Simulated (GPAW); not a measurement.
# CuBiSeO (P4/nmm): G0W0 with GPAW, start to end

Aim: the G0W0 gap of CuBiSeO (P4/nmm) on LDA, step by step.

Main program and level: GPAW 26.7.0; LDA and many-body steps on it, plane waves.

### 1. Set-up

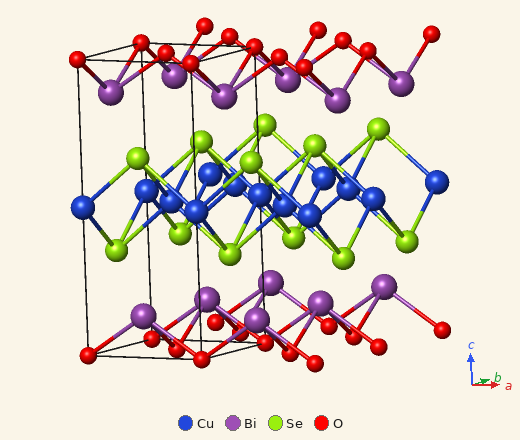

The cell as given, slightly off an axis (copper blue, bismuth purple, selenium green, oxygen red). 2×2×1 cells are drawn. Some periodic images of atoms are drawn too.

The cell and positions are those that the Materials Project relaxed with its own functionals (PBE, PBE+U or r2SCAN), kept fixed. Spin-orbit coupling is left out unless a step names it.

### 2. Ground state

This step: GPAW 26.7.0; DFT, LDA, plane waves, PAW.

The ground-state density comes first.

run.py

```python
import json
import numpy as np
from gpaw.mpi import world
from ase import Atoms
from gpaw import GPAW, PW, FermiDirac

atoms = Atoms(['Cu', 'Cu', 'Bi', 'Bi', 'Se', 'Se', 'O', 'O'],
    cell=[[3.9497130000, 0.0000000000, 0.0000000000],
      [0.0000000000, 3.9497130000, 0.0000000000],
      [0.0000000000, 0.0000000000, 9.0675050000]],
    scaled_positions=[[0.0000000000, 0.0000000000, 0.5000000000],
      [0.5000000000, 0.5000000000, 0.5000000000],
      [0.0000000000, 0.5000000000, 0.8601790000],
      [0.5000000000, 0.0000000000, 0.1398210000],
      [0.5000000000, 0.0000000000, 0.6728240000],
      [0.0000000000, 0.5000000000, 0.3271760000],
      [0.5000000000, 0.5000000000, 0.0000000000],
      [0.0000000000, 0.0000000000, 0.0000000000]],
    pbc=(True, True, True))
calc = GPAW(mode=PW(600),
    xc='LDA',
    kpts={'size': (6, 6, 4), 'gamma': True},
    occupations=FermiDirac(0.001),
    nbands=-10,
    convergence={'density': 1e-6, 'bands': -3},
    maxiter=100,
    txt='gs.txt')
atoms.calc = calc
res = {'energy': atoms.get_potential_energy()}
kpts = calc.get_ibz_k_points()
res['kpts'] = kpts
res['eigenvalues'] = [calc.get_eigenvalues(kpt=k) for k in range(len(kpts))]
res['n_electrons'] = calc.get_number_of_electrons()
calc.write('gs.gpw')

if world.rank == 0:
    with open('result.json', 'w') as f:
        json.dump(res, f, default=lambda x: x.tolist())
```

Launch:

```console
mpirun -n 4 gpaw python run.py
```

Numbers of over 12 decimals in the logs are rounded to 6 here.

What it wrote:

```text
__  _  _
 | _ |_)|_||  |
 |__||  | ||/\| - 26.7.0

Input parameters:
  mode=PW(ecut=600.0),
  convergence={'density': 1e-06, 'bands': -3},
  kpts=MonkhorstPack(size=(6, 6, 4), gamma=True),
  maxiter=100,
  nbands=-10,
  occupations=Occupations(name='fermi-dirac', width=0.001, fixmagmom=False),
  xc=XC(name='LDA')
  [... matrices ...]
Diagonalizing LCAO Hamiltonian
Converting LCAO to pw mode
   .---------.
  /|         |
 * |         |
 |Bi         |
 | |         |
 | |         |
 | |  Seu    |
 Cu|         |
 |Se         |
 | |         |
 | |         |
 | .--Bi-----.
 |/    O    /
 O---------*

Atoms  # Å, Bohr magnetons
|   | symbol |        x |        y |        z |    initial magnetic moments |
| 0 |     Cu | 0.000000 | 0.000000 | 4.533753 | ( 0.0000,  0.0000,  0.0000) |
| 1 |     Cu | 1.974857 | 1.974857 | 4.533753 | ( 0.0000,  0.0000,  0.0000) |
| 2 |     Bi | 0.000000 | 1.974857 | 7.799677 | ( 0.0000,  0.0000,  0.0000) |
| 3 |     Bi | 1.974857 | 0.000000 | 1.267828 | ( 0.0000,  0.0000,  0.0000) |
| 4 |     Se | 1.974857 | 0.000000 | 6.100835 | ( 0.0000,  0.0000,  0.0000) |
| 5 |     Se | 0.000000 | 1.974857 | 2.966670 | ( 0.0000,  0.0000,  0.0000) |
| 6 |      O | 1.974857 | 1.974857 | 0.000000 | ( 0.0000,  0.0000,  0.0000) |
| 7 |      O | 0.000000 | 0.000000 | 0.000000 | ( 0.0000,  0.0000,  0.0000) |

Unit cell  # Å
| periodic |        x |        y |        z |  lengths |    angles |
|      yes | 3.949713 | 0.000000 | 0.000000 | 3.949713 | 90.000000 |
|      yes | 0.000000 | 3.949713 | 0.000000 | 3.949713 | 90.000000 |
|      yes | 0.000000 | 0.000000 | 9.067505 | 9.067505 | 90.000000 |

Number of symmetries: 8
Symmetry operations  # r_c * U_cc + t_c -> r_c
|   | kind |            matrix            |
| 0 |  E   |  1, 0, 0,  0, 1, 0,  0, 0, 1 |
| 1 |  σ   |  1, 0, 0,  0,-1, 0,  0, 0, 1 |
| 2 |  C2  |  0, 1, 0,  1, 0, 0,  0, 0,-1 |
| 3 |  S4  |  0, 1, 0, -1, 0, 0,  0, 0,-1 |
| 4 |  S4  |  0,-1, 0,  1, 0, 0,  0, 0,-1 |
| 5 |  C2  |  0,-1, 0, -1, 0, 0,  0, 0,-1 |
| 6 |  σ   | -1, 0, 0,  0, 1, 0,  0, 0, 1 |
| 7 |  C2  | -1, 0, 0,  0,-1, 0,  0, 0, 1 |

BZ-sampling:
  Number of BZ points: 144
  Number of IBZ points: 30

  Monkhorst-Pack size: [6, 6, 4]
  Monkhorst-Pack shift: [0.083333, 0.083333, 0.125]

K-points  # in reciprocal-cell coordinates
|     |                                coordinates |     weight |
|   0 | (  0.00000000,   0.00000000,   0.00000000) | 0.00694444 |
|   1 | (  0.00000000,   0.00000000,   0.25000000) | 0.01388889 |
|   2 | (  0.00000000,   0.00000000,   0.50000000) | 0.00694444 |
|   3 | (  0.16666667,   0.00000000,   0.00000000) | 0.02777778 |
|   4 | (  0.16666667,   0.00000000,   0.25000000) | 0.05555556 |
|   5 | (  0.16666667,   0.00000000,   0.50000000) | 0.02777778 |
|   6 | (  0.16666667,   0.16666667,   0.00000000) | 0.02777778 |
|   7 | (  0.16666667,   0.16666667,   0.25000000) | 0.05555556 |
|   8 | (  0.16666667,   0.16666667,   0.50000000) | 0.02777778 |
|   9 | (  0.33333333,   0.00000000,   0.00000000) | 0.02777778 |
| ... |                                            |            |
|  29 | (  0.50000000,   0.50000000,   0.50000000) | 0.00694444 |

Plane wave coefficients: 4760
Cutoff: 600.0 eV

Spin-components: 1 (collinear spins)
Bands:           48
Projectors:      44
Spin-degeneracy: 2
Datatype:        complex128

  Storage: CPU
  Wave functions: 108_495_360 bytes (27_123_840 per core)
  Projectors: 88_152_480 bytes (22_038_120 per core)
  [... matrices ...]
Parallelization:
  kpt:    4
  domain: 1
  band:   1

Density:
  Valence electrons: 76.0
  Components: 1
  Grid points: [24 24 54]
  Charge: 0.0  # |e|

Potential:
  Grid points: [24 24 54]

species:
  Cu:
    name:    Copper
    Z:       29.0
    valence: 11
    core:    18
    charge:  0.0  # [|e|]
    compensation charges:
      type: gauss
      rc: 0.33  # [Å]
      lmax: 2
    cutoffs:
      filter: 2.06  # [Å]
      core: 2.43  # [Å]
    projectors
    | kind |    occ | energy [eV] | rcut [Å] |
    |   4s |  1.000 |      -4.857 |    1.164 |
    |   4p |  0.000 |      -0.783 |    1.164 |
    |   3d | 10.000 |      -5.324 |    1.058 |
    |    s |        |      22.354 |    1.164 |
    |    p |        |      26.429 |    1.164 |
    |    d |        |      21.887 |    1.058 |

    Using partial waves for Cu as LCAO basis

  Bi:
    name:    Bismuth
    Z:       83.0
    valence: 15
    core:    68
    charge:  0.0  # [|e|]
    compensation charges:
      type: gauss
      rc: 0.38  # [Å]
      lmax: 2
    cutoffs:
      filter: 2.23  # [Å]
      core: 2.33  # [Å]
    projectors
    | kind |    occ | energy [eV] | rcut [Å] |
    |   6s |  2.000 |     -14.665 |    1.286 |
    |   6p |  3.000 |      -4.777 |    1.275 |
    |   5d | 10.000 |     -27.225 |    1.349 |
    |    s |        |      12.546 |    1.286 |
    |    p |        |      22.434 |    1.275 |
    |    d |        |      -0.013 |    1.349 |

    Using partial waves for Bi as LCAO basis

  Se:
    name:    Selenium
    Z:       34.0
    valence: 6
    core:    28
    charge:  0.0  # [|e|]
    compensation charges:
      type: gauss
      rc: 0.27  # [Å]
      lmax: 2
    cutoffs:
      filter: 1.77  # [Å]
      core: 2.67  # [Å]
    projectors
    | kind |    occ | energy [eV] | rcut [Å] |
    |   4s |  2.000 |     -17.472 |    0.847 |
    |   4p |  4.000 |      -6.656 |    1.005 |
    |    s |        |       9.739 |    0.847 |
    |    p |        |      20.555 |    1.005 |
    |    d |        |       0.000 |    0.847 |

    Using partial waves for Se as LCAO basis

  O:
    name:    Oxygen
    Z:       8.0
    valence: 6
    core:    2
    charge:  0.0  # [|e|]
    compensation charges:
      type: gauss
      rc: 0.21  # [Å]
      lmax: 2
    cutoffs:
      filter: 1.17  # [Å]
      core: 0.83  # [Å]
    projectors
    | kind |    occ | energy [eV] | rcut [Å] |
    |   2s |  2.000 |     -23.752 |    0.688 |
    |   2p |  4.000 |      -9.195 |    0.598 |
    |    s |        |       3.459 |    0.688 |
    |    p |        |      18.016 |    0.598 |
    |    d |        |       0.000 |    0.619 |

    Using partial waves for O as LCAO basis

Reference energy: -1395069.052862  # eV

eigensolver:
  PPCG
  Converge bands: -3
  niter=2

density mixing:
  MSR1-Mixer
  Pratt-step length: 0.05
  Maximum mixing coefficient: 0.75
  Old densities: 10
  SVD Regularization: 0.005
  Good broyden scale: 1.0
  Trust region scale: 1.0
  Backstep threshold: 4.0
  History deletion threshold: 6.0
  Fourier metric: weight=20.0, sigma=0.015

occupation numbers:
  Fermi-Dirac:
    width: 0.0010  # eV

poisson solver:
  ecut: 4800.0  # eV

xc functional:
  name: None

Initialization done in: 2.759 s

convergence criteria:
- Maximum integral of absolute [dens]ity change: 1e-06 electrons / valence electron
- Maximum [total energy] change in last 3 cyles: 0.0005 eV / valence electron
- Maximum integral of absolute [eigenst]ate change: 4e-08 eV^2 / valence electron
maximum number of iterations: 100

SCF iterations
|iter     |     time |      energy | eigst |  dens |
|iter:   1|  |  -50.452408 | +0.68 |       |
|iter:   2|  |  -48.748024 | -0.46 | -1.03 |
|iter:   3|  |  -45.877415 | -0.55 | -1.09 |
|iter:   4|  |  -45.576874 | -1.26 | -1.49 |
|iter:   5|  |  -45.550353 | -2.16 | -1.74 |
|iter:   6|  |  -45.521536 | -2.50 | -1.97 |
|iter:   7|  |  -45.521572c| -3.34 | -2.64 |
|iter:   8|  |  -45.520738c| -3.74 | -2.97 |
|iter:   9|  |  -45.520801c| -4.70 | -3.41 |
|iter:  10|  |  -45.520822c| -5.44 | -3.84 |
|iter:  11|  |  -45.520824c| -6.20 | -4.65 |
|iter:  12|  |  -45.520825c| -6.95 | -4.86 |
|iter:  13|  |  -45.520825c| -7.49c| -5.67 |
|iter:  14|  |  -45.520825c| -7.83c| -6.27c|

Converged in 14 steps
SCF loop duration: 48.843 s (3.489 s/step)
Energy contributions relative to reference atoms: (reference = -1395069.052862)
  [... matrices ...]
Energy contributions:
  Kinetic:          43.725989
  Coulomb:         -44.395154
  Zero:             -2.904778
  External:          0.000000
  Xc:              -41.946882
  Entropy:          -0.000000
  Spinorbit:         0.000000
  ----------------------------
  Free energy:     -45.520825
  Extrapolated:    -45.520825

dipole moment: (-49.564431, -49.564431, -50.917115)  # |e|*Ang

Fermi level: 7.347
Eigenvalues  # (at kpt = [0.000, 0.000, 0.000])
| band index |      eig [eV] | occ [0-2] |
|          0 |       -16.646 |     2.000 |
|        ... |               |           |
|         30 |         5.293 |     2.000 |
|         31 |         5.687 |     2.000 |
|         32 |         5.879 |     2.000 |
|         33 |         5.879 |     2.000 |
|         34 |         6.043 |     2.000 |
|         35 |         6.443 |     2.000 |
|         36 |         6.867 |     2.000 |
|         37 |         6.867 |     2.000 |
|         38 |         7.473 |     0.000 |
[...]
|         42 |        10.707 |     0.000 |
|         43 |        11.143 |     0.000 |
|         44 |        11.163 |     0.000 |
|         45 |        11.163 |     0.000 |
|        ... |               |           |
|         47 |        12.327 |     0.000 |

Gap: 0.147 eV
Transition (v -> c):
  (s=0, k=11, n=37, [0.33, 0.00, 0.50]) -> (s=0, k=2, n=38, [0.00, 0.00, 0.50])
Direct/indirect transitions are different
Direct gap: 0.173 eV
Transition at: (s=0, k=2, n=37, [0.00, 0.00, 0.50])
# Writing to gs.gpw (mode='')
  [... matrices ...]
```

The job ended after 54 s (4 MPI ranks of Arm Neoverse V1, shared host; peak memory 1 GiB; 3.6 min of CPU time).

Numbers from this step:

```
total energy               : -45.52 eV
gap                        : 0.1470 eV
k of the valence top       : 0.3333, 0, 0.5
k of the conduction bottom : 0, 0, 0.5
least direct gap           : 0.1734 eV
```

The gap is indirect, with the least direct gap 0.03 eV higher.

### 3. Bands along the symmetry lines

Levels along a band path, at the cheap level, show where the edges lie and whether the meshes to come will hold them.

run.py

```python
import json
import numpy as np
from gpaw.mpi import world
from gpaw import GPAW

path = [[0.000000, 0.000000, 0.000000],
    [0.000000, 0.062500, 0.000000],
    [0.000000, 0.125000, 0.000000],
    [0.000000, 0.187500, 0.000000],
    [0.000000, 0.250000, 0.000000],
    [0.000000, 0.312500, 0.000000],
    [0.000000, 0.375000, 0.000000],
    [0.000000, 0.437500, 0.000000],
    [0.000000, 0.500000, 0.000000],
    [0.062500, 0.500000, 0.000000],
    [0.125000, 0.500000, 0.000000],
    [0.187500, 0.500000, 0.000000],
    [0.250000, 0.500000, 0.000000],
    [0.312500, 0.500000, 0.000000],
    [0.375000, 0.500000, 0.000000],
    [0.437500, 0.500000, 0.000000],
    [0.500000, 0.500000, 0.000000],
    [0.437500, 0.437500, 0.000000],
    [0.375000, 0.375000, 0.000000],
    [0.312500, 0.312500, 0.000000],
    [0.250000, 0.250000, 0.000000],
    [0.187500, 0.187500, 0.000000],
    [0.125000, 0.125000, 0.000000],
    [0.062500, 0.062500, 0.000000],
    [0.000000, 0.000000, 0.000000],
    [0.000000, 0.000000, 0.062500],
    [0.000000, 0.000000, 0.125000],
    [0.000000, 0.000000, 0.187500],
    [0.000000, 0.000000, 0.250000],
    [0.000000, 0.000000, 0.312500],
    [0.000000, 0.000000, 0.375000],
    [0.000000, 0.000000, 0.437500],
    [0.000000, 0.000000, 0.500000],
    [0.000000, 0.062500, 0.500000],
    [0.000000, 0.125000, 0.500000],
    [0.000000, 0.187500, 0.500000],
    [0.000000, 0.250000, 0.500000],
    [0.000000, 0.312500, 0.500000],
    [0.000000, 0.375000, 0.500000],
    [0.000000, 0.437500, 0.500000],
    [0.000000, 0.500000, 0.500000],
    [0.062500, 0.500000, 0.500000],
    [0.125000, 0.500000, 0.500000],
    [0.187500, 0.500000, 0.500000],
    [0.250000, 0.500000, 0.500000],
    [0.312500, 0.500000, 0.500000],
    [0.375000, 0.500000, 0.500000],
    [0.437500, 0.500000, 0.500000],
    [0.500000, 0.500000, 0.500000],
    [0.437500, 0.437500, 0.500000],
    [0.375000, 0.375000, 0.500000],
    [0.312500, 0.312500, 0.500000],
    [0.250000, 0.250000, 0.500000],
    [0.187500, 0.187500, 0.500000],
    [0.125000, 0.125000, 0.500000],
    [0.062500, 0.062500, 0.500000],
    [0.000000, 0.000000, 0.500000],
    [0.000000, 0.500000, 0.000000],
    [0.000000, 0.500000, 0.062500],
    [0.000000, 0.500000, 0.125000],
    [0.000000, 0.500000, 0.187500],
    [0.000000, 0.500000, 0.250000],
    [0.000000, 0.500000, 0.312500],
    [0.000000, 0.500000, 0.375000],
    [0.000000, 0.500000, 0.437500],
    [0.000000, 0.500000, 0.500000],
    [0.500000, 0.500000, 0.000000],
    [0.500000, 0.500000, 0.062500],
    [0.500000, 0.500000, 0.125000],
    [0.500000, 0.500000, 0.187500],
    [0.500000, 0.500000, 0.250000],
    [0.500000, 0.500000, 0.312500],
    [0.500000, 0.500000, 0.375000],
    [0.500000, 0.500000, 0.437500],
    [0.500000, 0.500000, 0.500000]]
calc = GPAW('gs.gpw').fixed_density(kpts=path,
    symmetry='off',
    nbands=48,
    convergence={'bands': 44},
    txt='bands.txt')
res = {}
kpts = calc.get_ibz_k_points()
res['kpts'] = kpts
res['eigenvalues'] = [calc.get_eigenvalues(kpt=k) for k in range(len(kpts))]
res['n_electrons'] = calc.get_number_of_electrons()

if world.rank == 0:
    with open('result.json', 'w') as f:
        json.dump(res, f, default=lambda x: x.tolist())
```

Launch:

```console
mpirun -n 4 gpaw python run.py
```

What it wrote:

```text
Diagonalizing LCAO Hamiltonian
Converting LCAO to pw mode
convergence criteria:
- Maximum integral of absolute [eigenst]ate change: 4e-08 eV^2 / valence electron
maximum number of iterations: 100

SCF iterations
|iter     |     time |      energy | eigst |  dens |
|iter:   1|  |             | +0.62 |       |
|iter:   2|  |             | -0.57 |       |
|iter:   3|  |             | -1.52 |       |
[...]
|iter:  13|  |             | -6.96 |       |
|iter:  14|  |             | -7.31 |       |
|iter:  15|  |             | -7.72c|       |
SCF steps: 15
  __  _  _
 | _ |_)|_||  |
 |__||  | ||/\| - 26.7.0

Input parameters:
  mode=PW(ecut=600.0),
  convergence={'bands': 44},
  gpts=array([24, 24, 54]),
  kpts=KPoints(kpts=array([[0.    , 0.    , 0.    ],
         [0.    , 0.0625, 0.    ],
         [0.    , 0.125 , 0.    ],
         [0.    , 0.1875, 0.    ],
         [0.    , 0.25  , 0.    ],
         [0.    , 0.3125, 0.    ],
         [0.    , 0.375 , 0.    ],
[...]
[0.0625, 0.5   , 0.    ],
[...]
[0.1875, 0.5   , 0.    ],
[...]
[0.3125, 0.5   , 0.    ],
[...]
[0.4375, 0.4375, 0.    ],
[...]
[0.3125, 0.3125, 0.    ],
[...]
[0.1875, 0.1875, 0.    ],
[...]
[0.    , 0.    , 0.0625],
[...]
[0.    , 0.    , 0.1875],
[...]
[0.    , 0.    , 0.3125],
[...]
[0.    , 0.3125, 0.5   ],
[...]
[0.    , 0.4375, 0.5   ],
[...]
[0.3125, 0.5   , 0.5   ],
[...]
[0.4375, 0.5   , 0.5   ],
[...]
[0.1875, 0.1875, 0.5   ],
[...]
[0.0625, 0.0625, 0.5   ],
[...]
[0.5   , 0.5   , 0.25  ],
         [0.5   , 0.5   , 0.3125],
         [0.5   , 0.5   , 0.375 ],
         [0.5   , 0.5   , 0.4375],
         [0.5   , 0.5   , 0.5   ]])),
  maxiter=100,
  nbands=48,
  occupations=Occupations(name='fermi-dirac', width=0.001, fixmagmom=False),
  parallel={},
  symmetry=Symmetry(point_group=False, time_reversal=False),
  xc=XC(name='LDA')
```

It took 1.8 min on 4 MPI ranks; peak memory 1.4 GiB.

This step gave:

- gap: 0.1333 eV
- k of the valence top: 0, 0.25, 0.5
- k of the conduction bottom: 0, 0, 0.5
- least direct gap: 0.1734 eV

The gap is 0.133 eV, −0.014 eV from the run before at this level.

The electronic bands at the labelled points (eV, zero at the top of the highest filled band):

| point | band 35 | band 36 | band 37 | band 38 | band 39 | band 40 | band 41 | band 42 |
| --- | --- | --- | --- | --- | --- | --- | --- | --- |
| Γ | -1.20 | -0.80 | -0.38 | -0.38 | 0.23 | 0.86 | 3.05 | 3.05 |
| X | -0.65 | -0.65 | -0.23 | -0.23 | 1.74 | 1.74 | 2.91 | 2.91 |
| M | -1.75 | -1.75 | -1.22 | -1.22 | 0.59 | 0.59 | 2.54 | 2.54 |
| Γ | -1.20 | -0.80 | -0.38 | -0.38 | 0.23 | 0.86 | 3.05 | 3.05 |
| Z | -1.20 | -0.74 | -0.04 | -0.04 | 0.13 | 0.36 | 2.33 | 2.33 |
| R | -0.58 | -0.58 | -0.25 | -0.25 | 1.60 | 1.60 | 2.97 | 2.97 |
| A | -1.75 | -1.75 | -1.02 | -1.02 | 1.53 | 1.53 | 2.43 | 2.43 |
| Z | -1.20 | -0.74 | -0.04 | -0.04 | 0.13 | 0.36 | 2.33 | 2.33 |
| jump to X | -0.65 | -0.65 | -0.23 | -0.23 | 1.74 | 1.74 | 2.91 | 2.91 |
| R | -0.58 | -0.58 | -0.25 | -0.25 | 1.60 | 1.60 | 2.97 | 2.97 |
| jump to M | -1.75 | -1.75 | -1.22 | -1.22 | 0.59 | 0.59 | 2.54 | 2.54 |
| A | -1.75 | -1.75 | -1.02 | -1.02 | 1.53 | 1.53 | 2.43 | 2.43 |

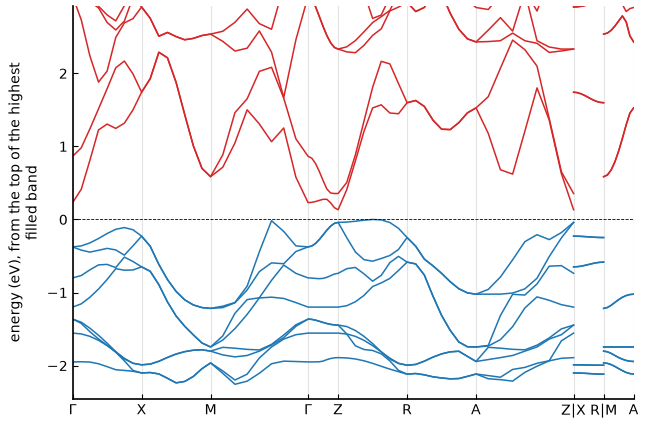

Electronic bands along the path; lines of filled and empty bands in two colours.

### 4. Empty states on the mesh, 4×4×2 mesh, 331 bands

The sums over transitions need many empty states on a uniform mesh; this step solves for them.

run.py

```python
import json
import numpy as np
from gpaw.mpi import world
from gpaw import GPAW

calc = GPAW('gs.gpw').fixed_density(kpts={'size': (4, 4, 2), 'gamma': True},
    nbands=386,
    convergence={'bands': 331},
    txt='nscf.txt')
calc.write('full.gpw', mode='all')
res = {}
kpts = calc.get_ibz_k_points()
res['kpts'] = kpts
res['eigenvalues'] = [calc.get_eigenvalues(kpt=k) for k in range(len(kpts))]
res['n_electrons'] = calc.get_number_of_electrons()

if world.rank == 0:
    with open('result.json', 'w') as f:
        json.dump(res, f, default=lambda x: x.tolist())
```

Launch:

```console
mpirun -n 4 gpaw python run.py
```

What it wrote:

```text
Diagonalizing LCAO Hamiltonian
Converting LCAO to pw mode
convergence criteria:
- Maximum integral of absolute [eigenst]ate change: 4e-08 eV^2 / valence electron
maximum number of iterations: 100

SCF iterations
|iter     |     time |      energy | eigst |  dens |
|iter:   1|  |             | +4.35 |       |
|iter:   2|  |             | +3.15 |       |
|iter:   3|  |             | +2.15 |       |
[...]
|iter:  16|  |             | -6.92 |       |
|iter:  17|  |             | -7.32 |       |
|iter:  18|  |             | -7.59c|       |
SCF steps: 18
  __  _  _
 | _ |_)|_||  |
 |__||  | ||/\| - 26.7.0

Input parameters:
  mode=PW(ecut=600.0),
  convergence={'bands': 331},
  gpts=array([24, 24, 54]),
  kpts=MonkhorstPack(size=(4, 4, 2), gamma=True),
  maxiter=100,
  nbands=386,
  occupations=Occupations(name='fermi-dirac', width=0.001, fixmagmom=False),
  parallel={},
  xc=XC(name='LDA')
# Writing to full.gpw (mode='all')
  [... matrices ...]

timing:  # [seconds]
  Total: 0.138  # ━━━━━━━━━━━━━━━━━━━━━━━━━━━━━━━━━━━━━━━━━━━━━━━━━━━━━━━━━━━
```

It took 6.1 min on 4 MPI ranks; peak memory 1.7 GiB; 24 min of CPU time.

Numbers from this step:

* gap: 0.1333 eV
* k of the valence top: 0.25, 0, 0.5
* k of the conduction bottom: 0, 0, 0.5
* least direct gap: 0.1734 eV
* k points computed: 12
* lowest point of the top converged band, above the valence top: 83.6815 eV

On this mesh the gap is 0.133 eV.

(Continued in part 2 of 2.)

[Paths, hosts, dates, memory and timing lines, banners, echoed tables and standing remarks are left out of the program output.]

[Logs are printed without paths, hosts, clocks, repeated set-up lines and the standing remarks that a program may print on its own settings, such as how far it seeks lower states.]

[Runs of the session that timed out or met a known fault of the program may be left out.]

[Hosts, paths, dates, database ids (printed as entryN), source tags and the programs' standing remarks are cut or masked in the printed files.]
